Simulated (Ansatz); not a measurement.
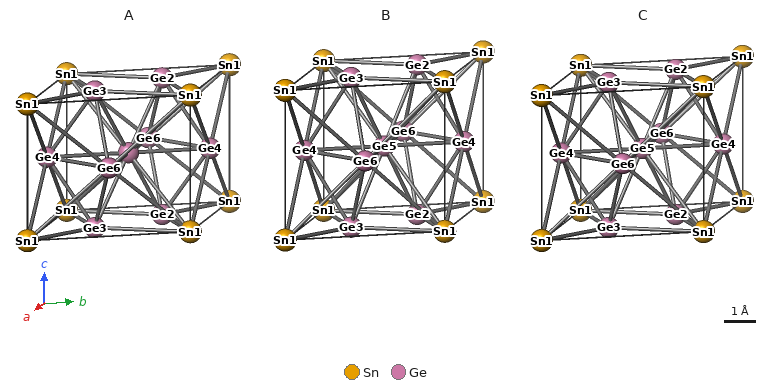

3 geometries from one relaxation of crystalline SnGe₅ (a generated structure, set up in P6/mmm), in shuffled order. The picture is a ball-and-stick view of the cell of the calculation, seen slightly off an axis.

The calculation used DFT PBE, scalar-relativistic, plane waves, PAW in Ansatz. Settings: plane-wave cutoff 420 eV; k-point mesh 12 × 12 × 8; occupations gaussian; smearing width 0.1 eV; no spin polarisation; cell and atoms relaxed; force threshold 0.01 eV/Å; at most 80 steps.

### Order the frames from highest to lowest energy.

A, C, B. They are steps 0, 3, 8, at +24.0 meV per atom, +6.3 meV per atom relative to the last. The energy falls by 24.0 meV per atom in 6 accepted moves (8 points after the start). All forces vanish by symmetry, so only the cell relaxes. Pressure: 2.71 GPa at the start and 0.00 GPa at the end. The SCF was repeated twice at an unchanged geometry on a basis and grid sized afresh for the cell, which shifted the energy by 0.7 meV per atom at most. No atom moves by more than 0.005 Å relative to the cell. Cell: a = b 5.632 → 5.515 Å (−2.1 %), c 4.605 → 5.044 Å (+9.5 %). Volume +5.0 %. Among the contacts that change: Ge2–Ge4 2.819 → 2.982 Å, Sn1–Ge4 3.638 → 3.737 Å, Sn1–Ge2 3.252 → 3.184 Å, Ge4–Ge5 2.816 → 2.758 Å. Among the angles between lasting bonds that change: Ge4–Ge3–Ge4 109.5° → 115.5°, Ge4–Ge3–Ge5 59.9° → 55.1°, Ge4–Ge3–Ge5 146.5° → 149.0°. The space group stays P6/mmm (No. 191).
